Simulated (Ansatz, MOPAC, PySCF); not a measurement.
CH4 (SMILES C) and C3H4 (SMILES C=C=C) are pulled apart as rigid monomers along the line of their centres of mass, from the B3LYP-D3(BJ)/def2-TZVP minimum. Starting geometry (charge 0, multiplicity 1):
| atom | x (Å) | y (Å) | z (Å) |
|---|---|---|---|
| C | -0.2044 | -0.0443 | -0.2907 |
| H | 0.3723 | -0.0991 | -1.2131 |
| H | -0.7580 | 0.8937 | -0.2666 |
| H | -0.9021 | -0.8802 | -0.2516 |
| H | 0.4678 | -0.0913 | 0.5644 |
| C | 1.4354 | -0.0455 | 3.6549 |
| C | 0.1453 | 0.0317 | 3.5116 |
| C | -1.1436 | 0.1089 | 3.3623 |
| H | 1.9338 | -1.0022 | 3.7611 |
| H | 2.0539 | 0.8445 | 3.6736 |
| H | -1.5950 | 0.0919 | 2.3772 |
| H | -1.8056 | 0.1927 | 4.2164 |

Interaction energies with rigid monomers; basis-set methods are counterpoise corrected unless marked otherwise.

Rows in 6-311+G**, 6-31G* carry no dispersion term and start afresh at each structure (6-31G* with six Cartesian d functions). The state that PM7 reach isn't checked; PM7 holds dispersion and hydrogen-bond terms.

Run with Ansatz (a program for electronic structure); MOPAC for PM7 (differences of heats of formation); PySCF for 6-311+G** rows, 6-31G* rows. Values without a source in brackets are computed.

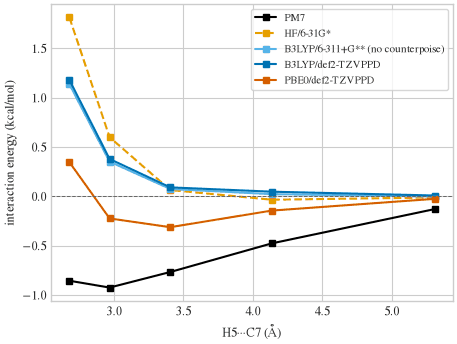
*Interaction energy against separation*

### Question
Which level binds most strongly at H5···C7 = 2.97, and by how much?

### Answer
PM7, -0.9 kcal/mol.
